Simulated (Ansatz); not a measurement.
# BF₂H₃S (built from SMILES FB(F)S.[H][H]): a barrier at many levels of theory

Aim: the barrier and energy of one elementary step (B1–H6 formed, S2–H5 formed, B1–S2 broken, H5–H6 broken) from LDA up to coupled cluster, on fixed structures, to see where each rung fails.

Method: single points in def2-TZVPP on PBE0-D4/def2-TZVP structures; program: Ansatz 0.2.0, Gaussian basis.

Levels: SPW92, PBE-D4, BLYP-D4, r2SCAN-D4, B97M-V, PBE0-D4, B3LYP-D4, r2SCAN0-D4, BHLYP-D4, CAM-B3LYP-D4, wB97X-V, wB97M-V, B2PLYP, PBE-QIDH, RPA on PBE, Hartree-Fock, MP2, CCSD, CCSD(T). The reference is CCSD(T) at the basis limit, from triple and quadruple zeta. Zero-point energies come from PBE0-D4 vibrations.

Correlated methods freeze the cores. B3LYP uses VWN-RPA correlation. B2PLYP carries no dispersion term here.

22 further runs of the same task are left out: 22 set aside as unsound or not needed.

### 1 The three structures

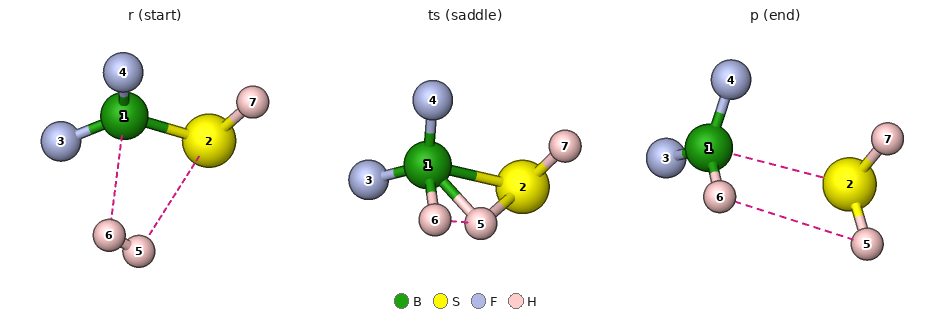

Start, saddle and end (boron green, sulfur yellow, fluorine light blue, hydrogen pink); broken lines mark the pairs that change.

Charge 0, multiplicity 1. The folders r, ts and p hold the start, the saddle and the end; their coordinates stand in the first inputs.

```tsv
pair	r (Å)	ts (Å)	p (Å)
B1–H6	3.123	1.342	1.192
S2–H5	3.552	1.644	1.342
B1–S2	1.801	2.062	2.974
H5–H6	0.747	1.067	3.148
```

### 2 wB97M-V/def2-TZVPP

Contents of r/in.yaml:

```yaml
crystal:
  periodic: [false, false, false]
  atoms:
    - {symbol: B, position_ang: [-0.578284, 0.242753, -0.675390]}
    - {symbol: S, position_ang: [1.050943, 0.685388, -1.302165]}
    - {symbol: F, position_ang: [-1.170178, -0.840594, -1.136109]}
    - {symbol: F, position_ang: [-1.213337, 0.966702, 0.225764]}
    - {symbol: H, position_ang: [0.709033, -1.404127, 1.549873]}
    - {symbol: H, position_ang: [0.041373, -1.438275, 1.882696]}
    - {symbol: H, position_ang: [1.160351, 1.788353, -0.544669]}
basis:
  gaussian: {orbitals: def2-TZVPP}
hamiltonian: {xc: {name: wB97M-V}}
```

Contents of ts/in.yaml:

```yaml
crystal:
  periodic: [false, false, false]
  atoms:
    - {symbol: B, position_ang: [-0.603320, -0.214650, -0.032462]}
    - {symbol: S, position_ang: [1.184911, 0.355384, -0.885856]}
    - {symbol: F, position_ang: [-1.189222, -1.125678, -0.819440]}
    - {symbol: F, position_ang: [-1.293833, 0.846480, 0.405704]}
    - {symbol: H, position_ang: [0.731213, -0.488078, 0.449864]}
    - {symbol: H, position_ang: [-0.087384, -0.849604, 1.030812]}
    - {symbol: H, position_ang: [1.257534, 1.476346, -0.148622]}
basis:
  gaussian: {orbitals: def2-TZVPP}
hamiltonian: {xc: {name: wB97M-V}}
```

Contents of p/in.yaml:

```yaml
crystal:
  periodic: [false, false, false]
  atoms:
    - {symbol: B, position_ang: [-1.206908, -0.424962, 0.228201]}
    - {symbol: S, position_ang: [1.452890, 0.380423, -0.830924]}
    - {symbol: F, position_ang: [-1.552890, -1.125236, -0.833218]}
    - {symbol: F, position_ang: [-1.618376, 0.828151, 0.300335]}
    - {symbol: H, position_ang: [2.195627, -0.234026, 0.102706]}
    - {symbol: H, position_ang: [-0.681784, -0.947396, 1.161556]}
    - {symbol: H, position_ang: [1.411341, 1.523247, -0.128655]}
basis:
  gaussian: {orbitals: def2-TZVPP}
hamiltonian: {xc: {name: wB97M-V}}
```

No record of the launch command was kept for these runs.

Log of r, cut to the lines that bear on the results:

```text
Functional definition: wB97M-V
  name "wB97M-V"
  cite "Mardirossian & Head-Gordon, J. Chem. Phys. 144, 214110 (2016) doi:10.1063/1.4952647"
  cite "Becke, J. Chem. Phys. 107, 8554 (1997) doi:10.1063/1.475007"
  cite "Vydrov & Van Voorhis, J. Chem. Phys. 133, 244103 (2010) doi:10.1063/1.3521275"
  # Of w^i u^j: cxij and so on, Table III.
[...]
  gx(w, u) = 1 - cx + cx01*u + cx10*w
  gss(w, u) = css00 + css04*u^4 + css10*w + css20*w^2 + css43*w^4*u^3
  gos(w, u) = cos00 + cos10*w + (cos20 + cos21*u)*w^2 + (cos60 + cos61*u)*w^6
[...]
      + integral(e_c_pw_mod_opposite_spin*gos(b97_w_opposite, b97_u_opposite)) + vv10(b, c)
949 factors; their error is unknown
208 factors; integrals over basis functions are off by at most 1.2e-5 eV
[...]
mean field -16998.38131870 eV, -624.6789915455 hartree, gradient 3.2e-5 eV, S^2 0.000000; 0 other end points of the search recorded, 0 dependent functions left out
reference -16998.38136473 eV, -624.6789932373 hartree; 21, 21 occupied and 156, 156 virtual orbitals, 949 factors
Total energy: -16998.38136473 eV, -624.6789932373 hartree
```

Log of ts, cut to the lines that bear on the results:

```text
[... 5 set-up lines as earlier in the session ...]
  # Of w^i u^j: cxij and so on, Table III.
[...]
  gx(w, u) = 1 - cx + cx01*u + cx10*w
  gss(w, u) = css00 + css04*u^4 + css10*w + css20*w^2 + css43*w^4*u^3
  gos(w, u) = cos00 + cos10*w + (cos20 + cos21*u)*w^2 + (cos60 + cos61*u)*w^6
[...]
      + integral(e_c_pw_mod_opposite_spin*gos(b97_w_opposite, b97_u_opposite)) + vv10(b, c)
949 factors; their error is unknown
208 factors; integrals over basis functions are off by at most 1.1e-5 eV
[...]
mean field -16996.62214026 eV, -624.6143429303 hartree, gradient 3.0e-5 eV, S^2 0.000000; 0 other end points of the search recorded, 0 dependent functions left out
reference -16996.62218292 eV, -624.6143444982 hartree; 21, 21 occupied and 156, 156 virtual orbitals, 949 factors
Total energy: -16996.62218292 eV, -624.6143444982 hartree
```

Output in p, cut to the lines that bear on the results:

```text
[... 5 set-up lines as earlier in the session ...]
  # Of w^i u^j: cxij and so on, Table III.
[...]
  gx(w, u) = 1 - cx + cx01*u + cx10*w
  gss(w, u) = css00 + css04*u^4 + css10*w + css20*w^2 + css43*w^4*u^3
  gos(w, u) = cos00 + cos10*w + (cos20 + cos21*u)*w^2 + (cos60 + cos61*u)*w^6
[...]
      + integral(e_c_pw_mod_opposite_spin*gos(b97_w_opposite, b97_u_opposite)) + vv10(b, c)
949 factors; their error is unknown
207 factors; integrals over basis functions are off by at most 1.2e-5 eV
[...]
mean field -16998.09274127 eV, -624.6683865207 hartree, gradient 1.1e-5 eV, S^2 0.000000; 0 other end points of the search recorded, 0 dependent functions left out
reference -16998.09278780 eV, -624.6683882306 hartree; 21, 21 occupied and 156, 156 virtual orbitals, 949 factors
Total energy: -16998.09278780 eV, -624.6683882306 hartree
```

Times: 7 s (r), 8 s (ts), 7 s (p) on 2 threads, shared host; peak memory 0.44 GiB.

Barrier 169.7 kJ/mol; end less start +27.8 kJ/mol.

### 3 CCSD(T)/def2-TZVPP

The same edit goes into each in.yaml of step 2 (r, ts, p):

```diff
-hamiltonian: {xc: {name: wB97M-V}}
+correlation: {method: ccsd_t}
```

Log of r, cut to the lines that bear on the results:

```text
Functional definition: HF
  name "HF"
  cite "Fock, Z. Phys. 61, 126 (1930) doi:10.1007/BF01340294"
  parent pbe
[...]
1077 factors; integrals over basis functions are off by at most 7.9e-4 eV
[...]
mean field -16954.84952302 eV, -623.0792275612 hartree, gradient 5.7e-6 eV, S^2 0.000000; 0 other end points of the search recorded, 0 dependent functions left out
8 core orbitals not correlated: weight in the atoms' cores, before any rotation towards them, 1.000 or more for the frozen orbitals, at most 0.000 for the correlated occupied ones
reference -16954.84952302 eV, -623.0792275612 hartree; 13, 13 occupied and 156, 156 virtual orbitals, 1077 factors
second order -21.69610938 eV of doubles, -0.00000000 eV of singles
cycle   1  -21.88601100 eV  change   -1.9e-1 eV  update   9.7e-2
[...]
cycle   9  -22.45840302 eV  change   -1.8e-5 eV  update   1.8e-5
perturbative correction -0.73720026 eV, -0.0270916099 hartree
Total energy: -16978.04512629 eV, -623.9316502590 hartree
```

ts printed, cut to the lines that bear on the results:

```text
[... 4 set-up lines as earlier in the session ...]
[...]
1082 factors; integrals over basis functions are off by at most 8.3e-4 eV
[...]
mean field -16952.40722984 eV, -622.9894749423 hartree, gradient 2.4e-6 eV, S^2 0.000000; 0 other end points of the search recorded, 0 dependent functions left out
8 core orbitals not correlated: weight in the atoms' cores, before any rotation towards them, 1.000 or more for the frozen orbitals, at most 0.000 for the correlated occupied ones
reference -16952.40722984 eV, -622.9894749423 hartree; 13, 13 occupied and 156, 156 virtual orbitals, 1082 factors
second order -22.33164544 eV of doubles, -0.00000000 eV of singles
cycle   1  -22.42071222 eV  change   -8.9e-2 eV  update   9.9e-2
[...]
cycle  10  -22.98165558 eV  change   -7.9e-6 eV  update   8.1e-6
perturbative correction -0.82484386 eV, -0.0303124526 hartree
Total energy: -16976.21372928 eV, -623.8643476599 hartree
```

Log of p, cut to the lines that bear on the results:

```text
[... 4 set-up lines as earlier in the session ...]
[...]
1074 factors; integrals over basis functions are off by at most 9.2e-4 eV
[...]
mean field -16954.68658501 eV, -623.0732396998 hartree, gradient 7.9e-6 eV, S^2 0.000000; 0 other end points of the search recorded, 0 dependent functions left out
8 core orbitals not correlated: weight in the atoms' cores, before any rotation towards them, 1.000 or more for the frozen orbitals, at most 0.000 for the correlated occupied ones
reference -16954.68658501 eV, -623.0732396998 hartree; 13, 13 occupied and 156, 156 virtual orbitals, 1074 factors
second order -21.52813438 eV of doubles, -0.00000000 eV of singles
cycle   1  -21.82231738 eV  change   -2.9e-1 eV  update   9.5e-2
[...]
cycle   9  -22.37919880 eV  change   -2.0e-5 eV  update   1.2e-5
perturbative correction -0.70025187 eV, -0.0257337816 hartree
Total energy: -16977.76603568 eV, -623.9213938681 hartree
```

They took 46 s (r), 52 s (ts), 47 s (p) on 2 threads, shared host; peak memory 1.7 GiB.

Barrier 176.7 kJ/mol; end less start +26.9 kJ/mol.

### 4 MP2/def2-QZVPP

Each input of step 3 (r, ts, p) changes in the same lines:

```diff
-  gaussian: {orbitals: def2-TZVPP}
-correlation: {method: ccsd_t}
+  gaussian: {orbitals: "def2-QZVPP.json"}
+correlation: {method: mp2}
```

The basis file named in the input lies beside it (Basis Set Exchange, JSON).

Log of r:

```text
[... 4 set-up lines as earlier in the session ...]
  exchange = exact_x
  correlation = 0
2005 factors; integrals over basis functions are off by at most 1.0e-3 eV
mean field evaluation 1: about -16953.0082 eV, gradient 3.4e1 eV
mean field evaluation 2: about -16953.1064 eV, gradient 3.4e1 eV
mean field evaluation 4: about -16955.4033 eV, gradient 2.7e0 eV
mean field evaluation 8: about -16955.4397 eV, gradient 2.1e-1 eV
mean field -16955.43995428 eV, -623.1009255097 hartree, gradient 7.5e-6 eV, S^2 0.000000; 0 other end points of the search recorded, 0 dependent functions left out
8 core orbitals not correlated: weight in the atoms' cores, before any rotation towards them, 1.000 or more for the frozen orbitals, at most 0.000 for the correlated occupied ones
reference -16955.43995428 eV, -623.1009255097 hartree; 13, 13 occupied and 310, 310 virtual orbitals, 2005 factors
second order -23.65720226 eV of doubles, -0.00000000 eV of singles
Total energy: -16979.09715654 eV, -623.9703116575 hartree
```

ts printed:

```text
[... 6 set-up lines as earlier in the session ...]
2018 factors; integrals over basis functions are off by at most 6.1e-4 eV
mean field evaluation 1: about -16950.3518 eV, gradient 3.5e1 eV
mean field evaluation 2: about -16950.4530 eV, gradient 3.5e1 eV
mean field evaluation 4: about -16952.9492 eV, gradient 2.8e0 eV
mean field evaluation 8: about -16952.9901 eV, gradient 2.4e-1 eV
mean field -16952.99053091 eV, -623.0109108612 hartree, gradient 2.0e-6 eV, S^2 0.000000; 0 other end points of the search recorded, 0 dependent functions left out
8 core orbitals not correlated: weight in the atoms' cores, before any rotation towards them, 1.000 or more for the frozen orbitals, at most 0.000 for the correlated occupied ones
reference -16952.99053091 eV, -623.0109108612 hartree; 13, 13 occupied and 310, 310 virtual orbitals, 2018 factors
second order -24.30555793 eV of doubles, -0.00000000 eV of singles
Total energy: -16977.29608884 eV, -623.9041236402 hartree
```

p printed:

```text
[... 6 set-up lines as earlier in the session ...]
2006 factors; integrals over basis functions are off by at most 9.1e-4 eV
mean field evaluation 1: about -16952.7335 eV, gradient 3.5e1 eV
mean field evaluation 2: about -16952.8043 eV, gradient 3.5e1 eV
mean field evaluation 4: about -16955.2313 eV, gradient 2.8e0 eV
mean field evaluation 8: about -16955.2753 eV, gradient 2.3e-1 eV
mean field -16955.27564356 eV, -623.0948872024 hartree, gradient 9.4e-6 eV, S^2 0.000000; 0 other end points of the search recorded, 0 dependent functions left out
8 core orbitals not correlated: weight in the atoms' cores, before any rotation towards them, 1.000 or more for the frozen orbitals, at most 0.000 for the correlated occupied ones
reference -16955.27564356 eV, -623.0948872024 hartree; 13, 13 occupied and 310, 310 virtual orbitals, 2006 factors
second order -23.47655418 eV of doubles, -0.00000000 eV of singles
Total energy: -16978.75219775 eV, -623.9576346556 hartree
```

Wall times: 11 s (r), 14 s (ts), 12 s (p) on 2 threads, shared host; peak memory 1.2 GiB.

Barrier 173.8 kJ/mol; end less start +33.3 kJ/mol.

[end of part 1 of 2]
